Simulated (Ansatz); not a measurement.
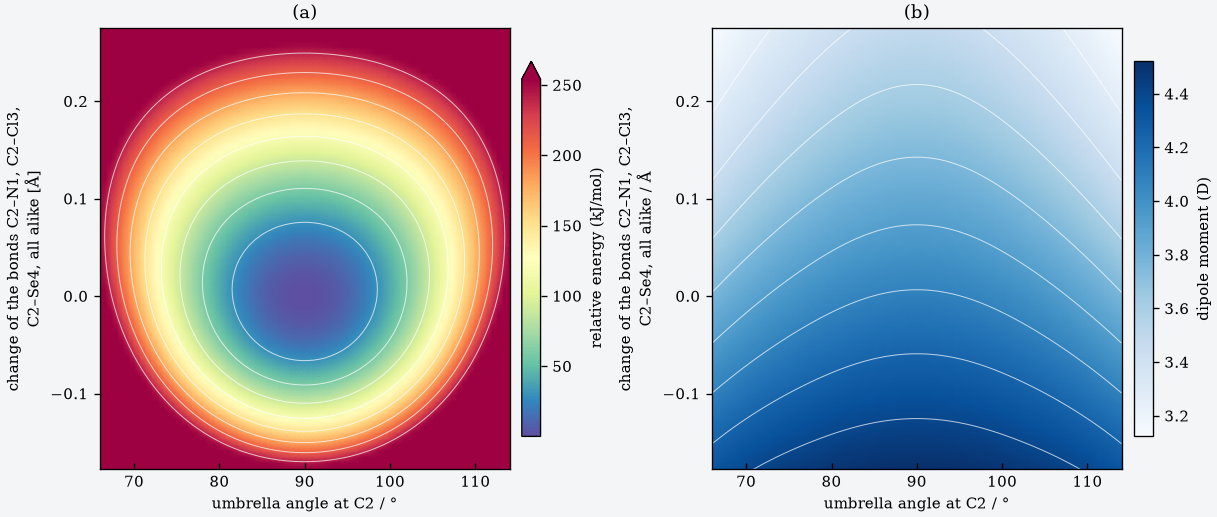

CH2ClNSe, SMILES NC(Cl)=[Se]. First axis: umbrella angle at C2 (between each of its bonds and their common axis; 90 is planar). Second axis: change of the bonds C2–N1, C2–Cl3, C2–Se4, all alike. Nothing is relaxed (all other coordinates rigid). Grid: 9 × 9 points; 45 points were computed and 36 follow by symmetry. Points are written as (first, second). All energies are given in kJ/mol relative to the relaxed molecule at the same level. These are results of RKS PBE0-D4/def2-TZVP (Ansatz 0.2.0), not measurements.

Panel (a) is the energy; panel (b) is the computed dipole moment, in D.

In the figure: a smooth colour map with a few white contour lines, one colour for all values above the top of the scale. Between grid points the surface is interpolated.

Question: How does the dipole moment vary over the map, and what is it at the lowest grid point?

Answer: Leaving out the highest fifth of the energies, it runs from 3.34 D at (66°, 0.162 Å) to 4.52 D at (90°, −0.178 Å). At the lowest grid point, (90°, −0.008 Å), it is 4.12 D.
